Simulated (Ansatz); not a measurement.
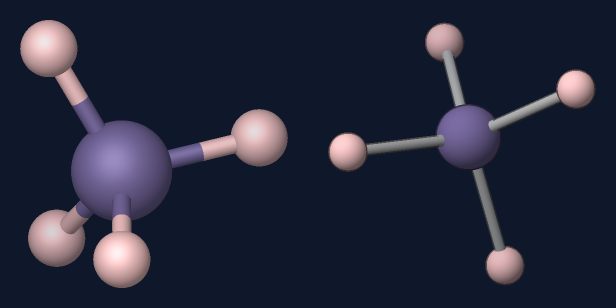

Two views of one molecule. Colours: germanium purple, hydrogen pink.

The computed structure is the end point of a PBE0-D4/def2-TZVP optimisation.

Identify the structure.

It has 5 atoms: 1 germanium and 4 hydrogen (GeH₄). The point group is Td. Coordination: 1 Ge tetrahedral.

More results for the same structure follow; atom numbers are the same in all pictures, views and colours differ.

### Geometry

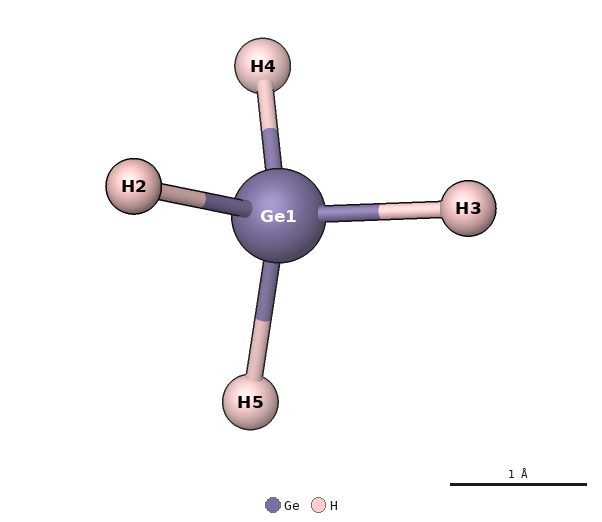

The atoms are numbered.

Which atoms are bonded, and how long are the bonds?

| bond | length (Å) |
| --- | --- |
| Ge1–H2 | 1.534 |
| Ge1–H3 | 1.534 |
| Ge1–H4 | 1.534 |
| Ge1–H5 | 1.534 |

### Electronic properties

Properties computed with CCSD(T)/CBS estimate, frozen core: MP2 correlation extrapolated from def2-TZVPP and def2-QZVPP, CCSD(T) minus MP2 from the smaller set (Ansatz 0.2.0).

Give the T1 diagnostic at this level.

Answer. 0.012.

### Vibrations

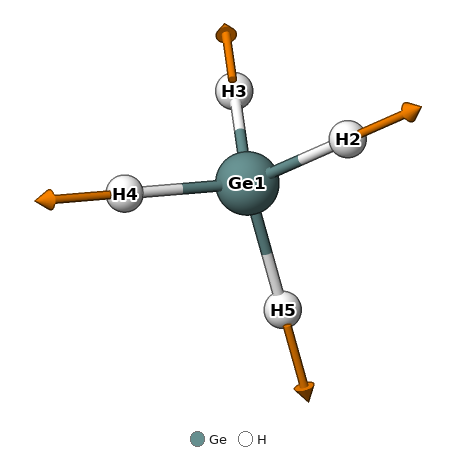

The arrows show one normal mode. Harmonic vibrations computed with RKS PBE0-D4/def2-TZVP (Ansatz 0.2.0) at a stationary point of the same level.

Describe the motion.

Answer. Mostly in-phase stretching of 4 Ge–H bonds.

Estimate its harmonic wavenumber.

Answer. 2169 cm⁻¹; it is mode 6 of 9 counted from the lowest.

### Charges

The questions are on Mulliken charges. Level of theory: RKS PBE0-D4/def2-TZVP (Ansatz 0.2.0).

Give the Mulliken charges atom by atom.

| atom | value (e) |
| --- | --- |
| Ge1 | −0.03 |
| H2 | 0.01 |
| H3 | 0.01 |
| H4 | 0.01 |
| H5 | 0.01 |

Mulliken values depend strongly on the basis set and can even reverse the polarity of a bond.
